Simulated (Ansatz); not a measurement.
Electronic density of states of amorphous Te26O31, density 4.84 g/cm³, on a 2×2×2 Γ-centred mesh with a Gaussian width of 0.1 eV; energies count from the Fermi level, whose place inside the gap is arbitrary. Cell and mesh are small, so fine structure isn't converged. All values below come from PBE, scalar-relativistic without spin-orbit coupling (plane waves to 420 eV, PAW; Ansatz, a quantum-chemistry and plane-wave program). Sampling: a 2×2×2 Γ-centred mesh; Fermi-Dirac width 0.1 eV; no spin polarisation. The usual formal charges leave 42 electrons over, so the level spacing at the Fermi energy parts defect or band states and needn't be the band gap.

It comes from a melt-quench run on a machine-learned potential (CHGNet), relaxed afterwards by DFT. O atoms were pushed apart under 1.9 Å during the dynamics, to hinder bonds among them. The hot cell started wider than the set density and was brought back towards it in steps. It is the lowest in DFT energy of 3 quenches. It is a model cell: composition and starting density were chosen by hand, and all elements were melted together. No dispersion term was used. Its density started from a set value of 6.13 and ended at 4.84 g/cm³. The simulated quench (nominally 230 K/ps over its main leg) is rapid and tends to freeze in more defects than a deposited or slowly cooled glass has. A cell of this size samples the disorder only roughly. Volume and shape were free in the relaxation.

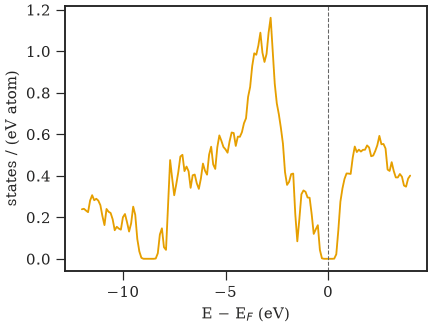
*Density of states per atom*

The level spacing at the Fermi energy on this mesh is 1.03 eV; the broadening fills part of it in the curve.
